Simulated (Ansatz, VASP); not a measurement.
## PbF2 (Fluorocronite): VASP beside Ansatz

Wanted: the spread between two codes on one cell, functional and k mesh. The cell is taken from a series of VASP runs on this material, whose earlier steps may have relaxed, scaled or displaced it; both programs get it as it stands. Other levels of theory on this material are compared in a session of their own. Valence electrons are named where the data sets of a main pair hold unlike numbers.

Main program and level: Ansatz 0.2.0; plane waves, with VASP 6.6.1 beside it; band structure at PBE.

### Step 1. The structure

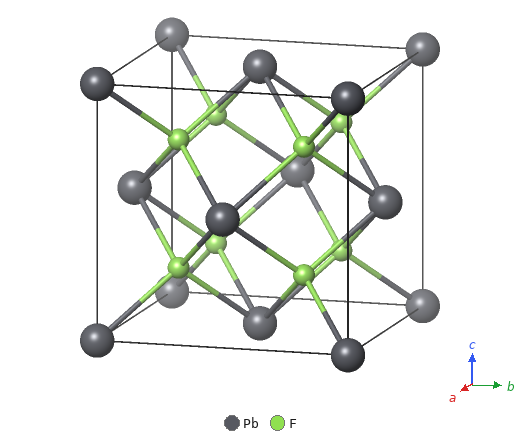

The cell as given, slightly off an axis (lead dark grey, fluorine green). This picture shows the conventional cell, with its axes. Some periodic images of atoms are drawn too.

### Step 2. Ansatz: band structure, PBE

Ansatz runs on its default PAW (the set named soft_2) files.

The same path points are solved in both programs, so levels can be compared one by one.

input.yaml reads:

```yaml
crystal:
  lattice:
    - [0.0, 2.996478699, 2.996478699]
    - [2.996478699, 0.0, 2.996478699]
    - [2.996478699, 2.996478699, 0.0]
  atoms:
    - { symbol: Pb, position: [0.0, 0.0, 0.0] }
    - { symbol: F, position: [0.25, 0.25, 0.25] }
    - { symbol: F, position: [0.75, 0.75, 0.75] }
hamiltonian:
  xc: pbe
  pseudopotentials: { kind: paw }
kpoints:
  mp_grid: { grid: [7, 7, 7] }
  band_path:
    path:
      - [0.0, 0.0, 0.0]
      - [0.16667, 0.0, 0.16667]
      - [0.33333, 0.0, 0.33333]
      - [0.5, 0.0, 0.5]
      - [0.5, 0.08333, 0.58333]
      - [0.5, 0.18333, 0.68333]
      - [0.5, 0.25, 0.75]
      - [0.45, 0.3, 0.75]
      - [0.40833, 0.34167, 0.75]
      - [0.35, 0.35, 0.7]
      - [0.225, 0.225, 0.45]
      - [0.075, 0.075, 0.15]
      - [0.03333, 0.03333, 0.03333]
      - [0.23333, 0.23333, 0.23333]
      - [0.4, 0.4, 0.4]
      - [0.51667, 0.46667, 0.51667]
      - [0.55833, 0.38333, 0.55833]
      - [0.60833, 0.28333, 0.60833]
      - [0.60833, 0.25, 0.64167]
      - [0.55833, 0.25, 0.69167]
      - [0.51667, 0.25, 0.73333]
      - [0.5, 0.3, 0.7]
      - [0.5, 0.38333, 0.61667]
      - [0.5, 0.48333, 0.51667]
      - [0.475, 0.475, 0.55]
      - [0.425, 0.425, 0.65]
      - [0.38333, 0.38333, 0.73333]
      - [0.59167, 0.18333, 0.59167]
      - [0.55, 0.1, 0.55]
      - [0.5, 0.0, 0.5]
    npoints: 1
scf:
  occupations: { method: gaussian, width: 0.05 }
  n_extra_bands: 7
output:
  forces: true
  stress: true
  eigenvalues: true
```

Started as:

```
ansatz run input.yaml --threads 2 --pin off --max-ram 4608MiB --backend cpu --events-out ev --progress --plain --runs-dir out
```

Numbers of over 12 decimals in the logs are rounded to 6 here.

Log:

```text
scf.n_extra_bands = 7 over 14 filled bands (N_el = 28.0): the run solves 21 bands
Engine: ansatz 0.2.0, aarch64-unknown-linux-gnu
Pseudopotentials: kind: paw
Pseudopotential: Pb, paw, valence charge 14, recommended cutoff 420 eV (normal), Pb.paw.azcp
Pseudopotential: F, paw, valence charge 7, recommended cutoff 420 eV (normal), F.paw.azcp
Functional definition: PBE
  parameter kappa = 0.804
  parameter beta = 0.066725
  exchange = pbe_x(kappa = kappa, mu = beta*pi^2/3)
  correlation = pbe_c(beta = beta)
Crystal: 3 atoms, lattice volume = 53.810 Å³
Basis set: ecut = 420 eV, 1067 PW (Γ), exchange–correlation on 60×60×60 points (8 copies of the dense FFT grid, shifted against one another)
Bands: 21, of which v1, the nominal top of the filled ones, is band 14 counted from 1 (13 counted from 0)
Symmetry: 48 space group operations
Space group: Fm-3m (ITA 225), of the structure as read, at distance tolerance 3.8e-5 Å
k-points: 20 of 343
Non-local potential: Pb, projectors of the file, l = 0: 2, l = 1: 2, l = 2: 2, l = 3: 2
Non-local potential: F, projectors of the file, l = 0: 2, l = 1: 2, l = 2: 1
PAW form: soft (Blöchl's): semilocal exchange-correlation on the pseudo side does not see the compensation charge
PAW one-centre angular grid: Pb, 590 points (default); XC on 64 Gauss nodes
PAW one-centre angular grid: F, 110 points (default); XC on 64 Gauss nodes
Initial density: superposition of atomic densities (neutral atoms: chi_scale 0, normalization atom), corrected by the library's trained network
Initial wavefunctions: pseudopotential atomic-orbital guess
Functional: x = pbe(κ = 0.804, μ = 0.219515), c = pbe(β = 0.066725)
SCF iter   1: F=—  HF=-13524.712407 eV  |F-HF|=—  |Δ(HF+E_count)|=         —  Δρ=4.72e-4  dr2=5.23e-5  ethr=1.77e-3  ⟨swp⟩=6.1  Hψ=2175  notcnv=0  defer=3
preconditioner: auto → none  [insulator: Δε(μ)=4.463 eV  Ē_g=20.249 eV  σ=0.050 eV  W_gap=1.00  n_scr=14 (ndim 8)  ℏωp=26.8 eV  f_vac=0.138  D(μ)=0.00/eV (n_scr^D=0)  ε∞_Penn≈2.7]
SCF iter   2: F=—  HF=-13524.711413 eV  |F-HF|=—  |Δ(HF+E_count)|=   9.95e-4  Δρ=4.22e-4  dr2=4.13e-5  ethr=1.87e-7  ⟨swp⟩=2.9  Hψ=980  notcnv=0  defer=16
SCF iter   3: F=—  HF=-13524.711424 eV  |F-HF|=—  |Δ(HF+E_count)|=   1.17e-5  Δρ=2.04e-4  dr2=4.25e-6  ethr=1.48e-7  ⟨swp⟩=2.4  Hψ=539  notcnv=0  defer=16
SCF iter   4: F=—  HF=-13524.711472 eV  |F-HF|=—  |Δ(HF+E_count)|=   4.73e-5  Δρ=9.11e-5  dr2=1.24e-6  ethr=1.52e-8  ⟨swp⟩=2.0  Hψ=606  notcnv=0  defer=16
SCF iter   5: F=—  HF=-13524.711481 eV  |F-HF|=—  |Δ(HF+E_count)|=   9.62e-6  Δρ=4.20e-5  dr2=5.53e-7  ethr=4.43e-9  ⟨swp⟩=2.0  Hψ=646  notcnv=0  defer=16
SCF iter   6: F=-13524.711481 eV  HF=-13524.711481 eV  |F-HF|=1.27e-8  |Δ(HF+E_count)|=   2.42e-7  Δρ=8.03e-6  dr2=1.63e-8  ethr=3.57e-10  ⟨swp⟩=7.3  Hψ=2128  notcnv=0
SCF 1 converged in 6 iterations: F = -13524.711481 eV  dr2 = 1.63e-8
  greatest PAW one-centre occupation: 0.984 electrons in one spin orbital (limit 2), on the Pb atom at site 0 (counted from 0), in its partial waves of l = 2
NSCF: frozen V_eff on 30 k-points
SCF converged after 6 iterations
Free energy (F): -13524.711481 eV
Harris-Foulkes:  -13524.711481 eV  (|F-HF|=1.27e-8)
Internal energy: -13524.711481 eV  (E = F + TS)
E sigma→0 (E₀):  -13524.711481 eV
Fermi energy:    6.754820 eV
--- Per-component energies (eV) ---
  E_band       = -133.224690
  E_kinetic    = 697.493094
  E_local      = -2289.963358  (includes V_loc(G=0)·N_el)
  E_nonlocal   = 496.877840
  E_hartree    = 879.349925
  E_xc         = -381.461697
  E_vxc        = -337.881706  (∫ρ·V_xc dr)
  E_paw        = -10801.646382  (= ΣΔE_a)
  E_vpaw       = -458.452654  (= ΣTr[D̂ρ^β])
  E_aug_tail   = 0.004122  (compensation charges beyond the density's cutoff)
  E_ewald      = -2125.365025
  E_smearing   = -0.000000  (= −TS)
  E_closure    = 0.000000  (closes the sum)
  Σ components = -13524.711481   (vs F -13524.711481, Δ=0.00e0)
--- Forces (eV/Å), atoms counted from 1 ---
  atom   1  Pb    -0.00000000     0.00000000     0.00000000
  atom   2  F      0.00000000     0.00000000     0.00000000
  atom   3  F     -0.00000000     0.00000000    -0.00000000
  max |Σ_I F_I| component: 1.85e-17 eV/Å
--- Stress (GPa, compression-positive) ---
        0.262569      -0.000000      -0.000000
        0.000000       0.262569       0.000000
        0.000000      -0.000000       0.262569
  P = ⅓ Tr σ = 0.2626 GPa (2.626 kbar)
--- Band table (eV; the first three rows and the last of 20) ---
  k-point 0: bands = [... 10 lower, 2.2583, 2.7454, 2.7454, 2.7454, 11.2687, 11.2687, 11.2687, 15.0866, ... 3 higher]
  k-point 1: bands = [... 10 lower, 2.2233, 2.7141, 2.7141, 3.2017, 10.6394, 11.4208, 11.4208, 16.1667, ... 3 higher]
  k-point 2: bands = [... 10 lower, 2.1463, 2.6423, 2.6423, 3.9450, 9.8966, 11.7676, 11.7676, 17.4629, ... 3 higher]
  k-point 19: bands = [... 10 lower, 2.2865, 3.0570, 3.1608, 4.5206, 10.2781, 10.7586, 12.0742, 14.7156, ... 3 higher]
```

It took 1.5 s on 2 threads of Arm Neoverse V2, shared host; peak memory 0.3 GiB; 2.4 s of CPU time.

### Step 3. VASP: band structure, PBE

The same cell, functional, mesh and smearing now go to VASP, with its own data sets.

Lines of VASP's logs that name or quote its potential files are left out, and so is its time.

INCAR reads:

```
SYSTEM = PbF2
PREC = Accurate
ENCUT = 520
EDIFF = 1E-06
NELM = 100
ISMEAR = 0
SIGMA = 0.05
LREAL = .FALSE.
ALGO = Normal
GGA = PE
NBANDS = 27
LORBIT = 11
LWAVE = .FALSE.
LCHARG = .FALSE.
KPAR = 2
```

POSCAR reads:

```
PbF2
1.0
    0.0000000000      2.9964786990      2.9964786990
    2.9964786990      0.0000000000      2.9964786990
    2.9964786990      2.9964786990      0.0000000000
Pb F
1 2
Direct
    0.0000000000      0.0000000000      0.0000000000
    0.2500000000      0.2500000000      0.2500000000
    0.7500000000      0.7500000000      0.7500000000
```

KPOINTS reads:

```
Automatic mesh
0
Gamma
7 7 7
0 0 0
```

KPOINTS_OPT reads:

```
Line mode
16
Line-mode
Reciprocal
  0.00000000   0.00000000   0.00000000 GAMMA
  0.50000000   0.00000000   0.50000000 X

  0.50000000   0.00000000   0.50000000 X
  0.50000000   0.25000000   0.75000000 W

  0.50000000   0.25000000   0.75000000 W
  0.37500000   0.37500000   0.75000000 K

  0.37500000   0.37500000   0.75000000 K
  0.00000000   0.00000000   0.00000000 GAMMA

  0.00000000   0.00000000   0.00000000 GAMMA
  0.50000000   0.50000000   0.50000000 L

  0.50000000   0.50000000   0.50000000 L
  0.62500000   0.25000000   0.62500000 U

  0.62500000   0.25000000   0.62500000 U
  0.50000000   0.25000000   0.75000000 W

  0.50000000   0.25000000   0.75000000 W
  0.50000000   0.50000000   0.50000000 L

  0.50000000   0.50000000   0.50000000 L
  0.37500000   0.37500000   0.75000000 K

  0.62500000   0.25000000   0.62500000 U
  0.50000000   0.00000000   0.50000000 X
```

PAW data sets: Pb_d and F (PBE family, release 64).

Started as:

```
mpirun -np 2 vasp_std
```

Log:

```text
[banner, memory and clock lines left out]
running    2 mpi-ranks, on    1 nodes
 distrk:  each k-point on    1 cores,    2 groups
 distr:  one band on    1 cores,    1 groups

 POSCAR found type information on POSCAR PbF
 POSCAR found :  2 types and       3 ions
 LDA part: xc-table for (Slater+PW92), standard interpolation
 POSCAR, INCAR and KPOINTS ok, starting setup
 FFT: planning ... GRIDC
 FFT: planning ... GRID_SOFT
 FFT: planning ... GRID
 WAVECAR not read
 entering main loop
       N       E                     dE             d eps       ncg     rms          rms(c)
DAV:   1     0.297184972139E+03    0.29718E+03   -0.13760E+04  1080   0.117E+03
DAV:   2     0.110277650320E+02   -0.28616E+03   -0.25964E+03  1137   0.359E+02
DAV:   3    -0.156263785627E+02   -0.26654E+02   -0.26339E+02  1271   0.114E+02
DAV:   4    -0.163336282727E+02   -0.70725E+00   -0.70663E+00  1260   0.191E+01
DAV:   5    -0.163549897125E+02   -0.21361E-01   -0.21359E-01  1414   0.344E+00    0.808E+00
DAV:   6    -0.143661062126E+02    0.19889E+01   -0.74416E+00  1490   0.181E+01    0.273E+00
DAV:   7    -0.143592879695E+02    0.68182E-02   -0.43947E-01  1201   0.325E+00    0.160E+00
DAV:   8    -0.143539473115E+02    0.53407E-02   -0.11249E-01  1152   0.286E+00    0.617E-01
DAV:   9    -0.143496109296E+02    0.43364E-02   -0.18083E-02  1402   0.817E-01    0.109E-01
DAV:  10    -0.143508385353E+02   -0.12276E-02   -0.17369E-03  1134   0.327E-01    0.447E-02
DAV:  11    -0.143507773662E+02    0.61169E-04   -0.14837E-04  1245   0.978E-02    0.150E-02
DAV:  12    -0.143507852068E+02   -0.78406E-05   -0.38484E-05  1187   0.483E-02    0.762E-03
DAV:  13    -0.143507863743E+02   -0.11675E-05   -0.39641E-06  1185   0.156E-02    0.811E-04
DAV:  14    -0.143507864302E+02   -0.55911E-07   -0.12190E-07   961   0.242E-03
   1 F= -.14350786E+02 E0= -.14350786E+02  d E =-.256997E-12
 Start KPOINTS_OPT (optional k-point list driver)
k-point batch [1-20\160]
       N       E                     dE             ncg
DAV:   1     0.171631729052E+04   -0.98234E+04     1089
DAV:   2    -0.380210205974E+04   -0.55184E+04     1156
DAV:   3    -0.434137650300E+04   -0.53927E+03     1264
DAV:   4    -0.435614045985E+04   -0.14764E+02     1317
DAV:   5    -0.435654584690E+04   -0.40539E+00     1387
DAV:   6    -0.435656375917E+04   -0.17912E-01     1407
DAV:   7    -0.435656460138E+04   -0.84221E-03     1496
DAV:   8    -0.435656463139E+04   -0.30005E-04     1236
DAV:   9    -0.435656463215E+04   -0.76108E-06      868
[...]
k-point batch [141-160\160]
       N       E                     dE             ncg
DAV:   1     0.173314533611E+04   -0.17174E+05     1088
DAV:   2    -0.377042873231E+04   -0.55036E+04     1113
DAV:   3    -0.434159392682E+04   -0.57117E+03     1325
DAV:   4    -0.435730415786E+04   -0.15710E+02     1389
DAV:   5    -0.435774323151E+04   -0.43907E+00     1460
DAV:   6    -0.435775997574E+04   -0.16744E-01     1468
DAV:   7    -0.435776105303E+04   -0.10773E-02     1631
DAV:   8    -0.435776106200E+04   -0.89639E-05     1228
DAV:   9    -0.435776106219E+04   -0.19216E-06     1053
```

From OUTCAR (step 3):

```text
ion  position               nearest neighbor table
   1  0.000  0.000  0.000-   3 2.60   3 2.60   3 2.60   2 2.60   2 2.60   2 2.60   3 2.60   2 2.60

  LATTYP: Found a face centered cubic cell.
 ALAT       =     5.9929573980

 Subroutine GETGRP returns: Found 48 space group operations
 (whereof 48 operations were pure point group operations)

The static configuration has the point symmetry O_h .

 Found     20 irreducible k-points:

   k-points           NKPTS =     20   k-points in BZ     NKDIM =     20   number of bands    NBANDS=     27

   dimension x,y,z NGX =    32 NGY =   32 NGZ =   32
   dimension x,y,z NGXF=    64 NGYF=   64 NGZF=   64

   ENCUT  =  520.0 eV  38.22 Ry    6.18 a.u.   7.88  7.88  7.88*2*pi/ulx,y,z

   NELECT =      28.0000    total number of electrons

 k-points in reciprocal lattice and weights: Automatic mesh
   0.00000000  0.00000000  0.00000000       0.003
   0.14285714  0.00000000  0.00000000       0.023
   0.28571429  0.00000000  0.00000000       0.023
   0.42857143  0.00000000  0.00000000       0.023
   0.14285714  0.14285714  0.00000000       0.017
   0.28571429  0.14285714  0.00000000       0.070
   0.42857143  0.14285714  0.00000000       0.070
  -0.42857143  0.14285714  0.00000000       0.070
  -0.28571429  0.14285714  0.00000000       0.070
[...]
-0.42857143  0.42857143  0.14285714       0.070
  -0.28571429  0.42857143  0.14285714       0.070

 average (electrostatic) potential at core
       1 -93.4434       2 -75.4954       3 -75.4954

 E-fermi :   1.7210

 k-point     1 :       0.0000    0.0000    0.0000
  band No.  band energies     occupation
    ...
     10      -0.7723      2.00000
     11      -0.7723      2.00000
     12      -0.2843      2.00000
     13      -0.2843      2.00000
     14      -0.2843      2.00000
     15       8.2285      0.00000
     16       8.2285      0.00000
     17       8.2285      0.00000
     18      12.0438      0.00000
     19      16.5681      0.00000
    ...

 k-point     2 :       0.1429    0.0000    0.0000
  band No.  band energies     occupation
    ...
     10      -0.8076      2.00000
     11      -0.8076      2.00000
     12      -0.3162      2.00000
     13      -0.3162      2.00000
     14       0.1697      2.00000
     15       7.5990      0.00000
     16       8.3809      0.00000
     17       8.3809      0.00000
     18      13.1256      0.00000
     19      16.0581      0.00000
    ...

 k-point     3 :       0.2857    0.0000    0.0000
  band No.  band energies     occupation
    ...
     10      -0.8846      2.00000
     11      -0.8846      2.00000
     12      -0.3879      2.00000
     13      -0.3879      2.00000
     14       0.9111      2.00000
     15       6.8572      0.00000
     16       8.7284      0.00000
     17       8.7284      0.00000
     18      14.4245      0.00000
     19      15.4669      0.00000
    ...

  Total        0.0191980      0.0191980      0.0191980      0.0000000      0.0000000      0.0000000
  in kB        0.5716146      0.5716146      0.5716146      0.0000000      0.0000000      0.0000000
  external PRESSURE =       0.5716146 kB  Pullay stress =       0.0000000 kB

  energy-cutoff  :      520.00
  volume of cell :       53.81
      direct lattice vectors                 reciprocal lattice vectors
     0.000000000  2.996478699  2.996478699    -0.166862524  0.166862524  0.166862524
     2.996478699  0.000000000  2.996478699     0.166862524 -0.166862524  0.166862524
     2.996478699  2.996478699  0.000000000     0.166862524  0.166862524 -0.166862524

 POSITION                                       TOTAL-FORCE (eV/Angst)
 -----------------------------------------------------------------------------------
      0.00000      0.00000      0.00000         0.000000     -0.000000     -0.000000
      1.49824      1.49824      1.49824        -0.000000     -0.000000     -0.000000
      4.49472      4.49472      4.49472         0.000000      0.000000      0.000000
 -----------------------------------------------------------------------------------
    total drift:                                0.000000     -0.000000      0.000000

  FREE ENERGIE OF THE ION-ELECTRON SYSTEM (eV)
  ---------------------------------------------------
  free  energy   TOTEN  =       -14.3507864302 eV

  energy  without entropy=      -14.3507864302  energy(sigma->0) =      -14.35078643

 total charge
# of ion       s       p       d       tot
------------------------------------------
    1        1.551   0.274   9.862  11.688
    2        1.741   4.320   0.000   6.062
    3        1.741   4.320   0.000   6.062
--------------------------------------------------
tot          5.034   8.915   9.862  23.811

[... 3 further parts left out ...]
```

The run ends at a pressure of 0.06 GPa.

### Step 4. Side by side

Known differences besides the potentials themselves: the cutoff is 420 eV in Ansatz and 520 eV in VASP; VASP leaves aspherical gradient terms in its spheres out (LASPH is not set), Ansatz keeps them. Total energies have different zeros and are not compared.

The two programs side by side:

```tsv
quantity	Ansatz	VASP	difference
pressure (GPa)	0.26	0.06	+0.21
pressure without Ansatz's Pulay correction (GPa)	-0.20	0.06	-0.25
gap over the path points (eV)	4.422	4.419	+0.003
```

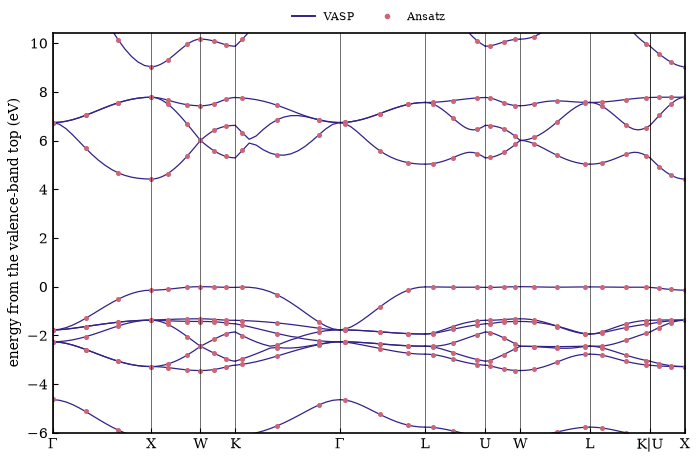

Bands from VASP (lines) and levels from Ansatz (dots). Dots without a line are higher empty bands that the VASP plot leaves out.

Levels at points of the path, from each program's valence-band top (eV; 4 filled, then empty):

```tsv
k (reciprocal lattice)	Ansatz	VASP
0.000 0.000 0.000	-2.27 -1.78 -1.78 -1.78 6.74 6.74 6.74	-2.26 -1.77 -1.77 -1.77 6.74 6.74 6.74
0.167 0.000 0.167	-2.06 -1.65 -1.65 -1.31 5.69 7.04 7.04	-2.06 -1.64 -1.64 -1.30 5.69 7.03 7.03
0.333 0.000 0.333	-1.62 -1.47 -1.47 -0.51 4.67 7.55 7.55	-1.61 -1.46 -1.46 -0.51 4.67 7.55 7.55
0.500 0.000 0.500	-1.39 -1.39 -1.38 -0.14 4.42 7.78 7.78	-1.38 -1.38 -1.37 -0.14 4.42 7.78 7.78
0.500 0.083 0.583	-1.55 -1.41 -1.36 -0.10 4.64 7.50 7.66	-1.54 -1.40 -1.35 -0.11 4.64 7.50 7.66
0.500 0.183 0.683	-2.06 -1.43 -1.33 -0.02 5.37 6.67 7.47	-2.05 -1.42 -1.32 -0.02 5.37 6.67 7.47
0.500 0.250 0.750	-2.46 -1.44 -1.33 0.00 6.01 6.01 7.42	-2.45 -1.43 -1.32 0.00 6.01 6.01 7.43
0.450 0.300 0.750	-2.16 -1.45 -1.35 -0.01 5.57 6.42 7.51	-2.15 -1.44 -1.34 -0.01 5.57 6.42 7.52
0.408 0.342 0.750	-1.95 -1.50 -1.38 -0.03 5.35 6.59 7.69	-1.94 -1.49 -1.37 -0.03 5.35 6.59 7.70
0.350 0.350 0.700	-2.02 -1.59 -1.40 -0.02 5.59 6.32 7.75	-2.01 -1.58 -1.39 -0.02 5.59 6.32 7.75
```

Among the levels compared at these points, filled levels agree within 10 meV and empty ones within 3 meV. Ansatz's pressure holds a Pulay correction of 0.46 GPa; VASP's holds none.

### Step 5. Results

| Quantity | Value |
| --- | --- |
| largest difference of a filled level at the path points (band structure, PBE) | 9.7 meV |

What this shows: The largest difference of a filled level at the path points is 9.7 meV (band structure, PBE), within the 80 meV picked in this series as the mark of a large difference. 6 further runs of this series are not shown here. Such differences can come from data sets, numerical settings and the points named under the comparisons, not from the functional's error against experiment.

[Lines on the potential files, build, host, timing and source positions are cut from VASP's logs without a mark.]

[Logs are printed without paths, hosts, clocks, repeated set-up lines and the standing remarks that a program may print on its own settings, such as how far it seeks lower states.]

[Hosts, paths, dates, database ids (printed as entryN), source tags and the programs' standing remarks are cut or masked in the printed files.]
